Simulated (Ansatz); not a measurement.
# Fields on a plane of Pt (fcc, Cu type)

```
Pt
1.0
    0.00000     1.98504     1.98504
    1.98504     0.00000     1.98504
    1.98504     1.98504     0.00000
Pt
1
Direct
  0.00000   0.00000   0.00000
```

The slice is a {111} plane (indices of the conventional cell) through the point (0.000, 0.000, 0.000) (fractional), spanned by u = [100] and v = [-1 2 0] in vectors of this cell: u (2.81 Å) and v (4.86 Å, at 90° to u). It covers one period; positions are fractions (u, v).

Atoms on it: Pt at (0.00, 0.00); Pt at (0.50, 0.50).

Method: PBE (plane waves to 420 eV, PAW, scalar-relativistic; Ansatz, a quantum-chemistry and plane-wave program). k mesh 20×20×20. Inside the PAW spheres the values are not all-electron values, and peaks at nuclei hang on which shells count as valence. Pt is run without spin polarisation. Pt was relaxed with its symmetry unable to fall. Spin-orbit coupling is left out, though Pt is heavy. The PAW data are Ansatz's earlier set.

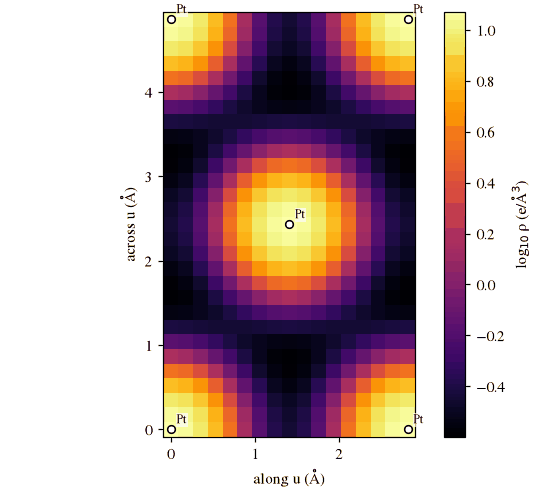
Figure. Log₁₀ of the valence density in e/Å³, one period of the plane, atoms marked. The scale is logarithmic, as a density can span decades between atoms and voids.

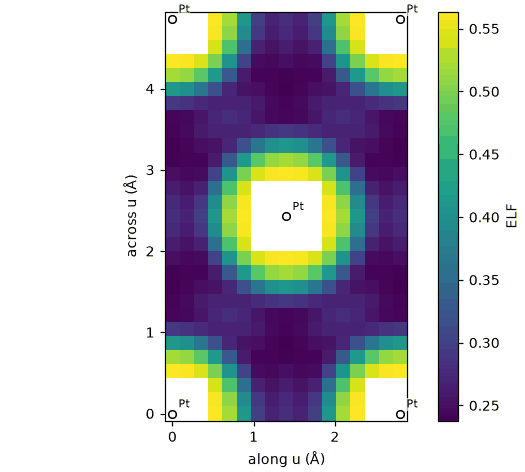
*Electron localisation function (ELF), one period of the plane, atoms marked. Points within 0.5 Å of a nucleus are left white, as the pseudised field means little there.*

The density on the Pt–Pt line (2.81 Å) at its midpoint is 0.36 e/Å³ and the ELF at that point comes out as 0.28.
